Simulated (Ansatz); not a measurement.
B$_{3}$ClO (SMILES O=B[B][B+]Cl) (charge +1, doublet)

Input

```
crystal:
  periodic: [false, false, false]
  atoms:
    - {symbol: B, position_ang: [0.000000, 0.000000, -1.524425]}
    - {symbol: B, position_ang: [0.000000, 0.000000, 1.697224]}
    - {symbol: B, position_ang: [0.000000, 0.000000, 0.072940]}
    - {symbol: Cl, position_ang: [0.000000, 0.000000, -3.141898]}
    - {symbol: O, position_ang: [0.000000, 0.000000, 2.896160]}
basis:
  gaussian: {orbitals: def2-TZVPD}
total_charge: 1
magnetization: {spin_polarized: true, initial_magnetization: 1}
hamiltonian: {xc: pbe0}
output: {forces: true, orbitals: {seedname: orbitals}}
```

Run with:

```sh
ansatz run input.yaml --threads 1 --pin off --max-ram 2610MiB --events-out events.jsonl --progress --plain --runs-dir runs
```

Geometry: PBE0-D3(BJ)/pcseg-1.

Method: isolated molecule in a Gaussian basis; Kohn-Sham density functional theory, functional PBE0 in Ansatz 0.2.0.

Q: What will maps of the electron density, electron localisation function and spin density show?

A: B–O (1.20 Å): ρ is about 3.1 e/Å³ halfway; the ELF peaks at about 0.85 between the atoms; a polar covalent bond.
B–B (1.60 Å): ρ is about 1.2 e/Å³ halfway; the ELF peaks at about 1 between the atoms: localised, covalent bonding.
B–Cl (1.62 Å): the density is about 1.7 e/Å³ at the midpoint; the ELF peaks at about 0.90 between the atoms: a short, strongly polar bond.
The unpaired spin (1 electron) lies mostly on B3 (about 0.5), B1 (about 0.3) and Cl4 (about 0.1), in electrons by Hirshfeld's partition.

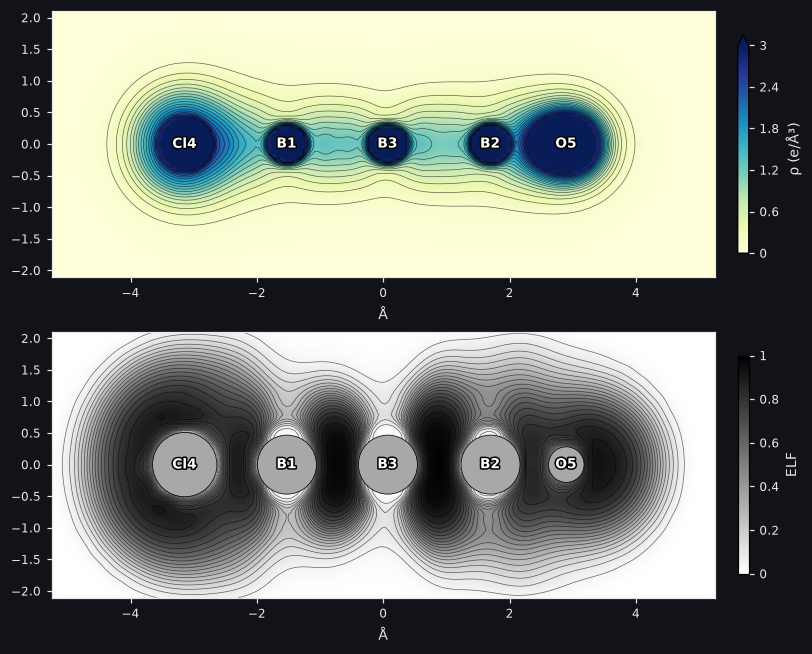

Computed electron density and electron localisation function on a plane that holds the molecular axis, in this order. Grey discs cover the atomic cores in the ELF map. 
